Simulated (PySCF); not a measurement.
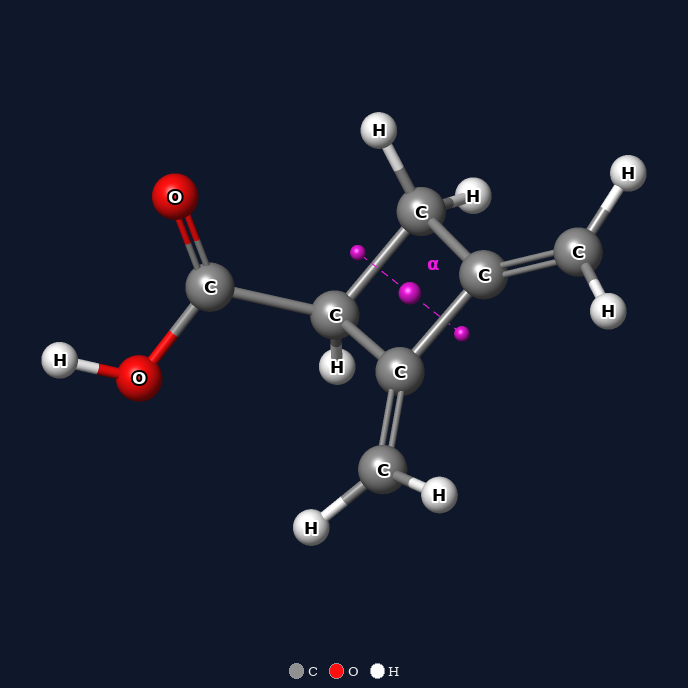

The small points mark where nucleus-independent chemical shifts (NICS) were computed: at the centre of each lettered ring and 1 Å above and below it. The geometry was computed by an optimisation with GFN2-xTB. No frequency run is at hand to confirm it as a minimum. Method: GIAO PBE0/pcSseg-1 NMR shielding, non-relativistic, gas phase (PySCF 2.14.0).

Give NICS(0), NICS(1) and the out-of-plane component NICS(1)zz for each ring (means of the two sides).

```tsv
ring	members	NICS(0)	NICS(1)	NICS(1)zz
α	C4	3.6	−1.3	2.0
```

Values in ppm.
